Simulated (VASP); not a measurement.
Input:

```yaml
crystal:
  lattice:
    - [3.63883, 0.00000, 0.00000]
    - [0.00000, 3.63883, 0.00000]
    - [0.00000, 0.00000, 3.63883]
  atoms:
    - { symbol: La, position: [0.00000, 0.00000, 0.00000] }
    - { symbol: P, position: [0.50000, 0.50000, 0.50000] }
```

Computed with PBE GGA, VASP's PBE PAW potentials (set 64) (plane waves; VASP). Run with 400 eV cut-off, 11×11×11 Γ-centred mesh, tetrahedra with Blöchl corrections, potentials La P.

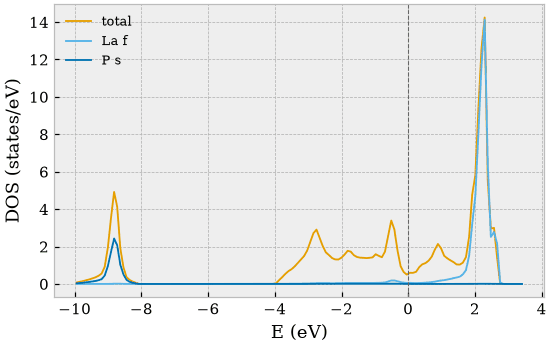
*Total and projected density of states, zero at the Fermi level*

Within 2 eV below the Fermi level the largest weight inside VASP's projection spheres is P p, then La d.

It has no gap at this level: it comes out as a metal or semimetal.

The structure was generated: LaP was put into the CsCl type type (Pm-3m), which need not be its known phase. It was relaxed first, which changed the volume by -29 %.
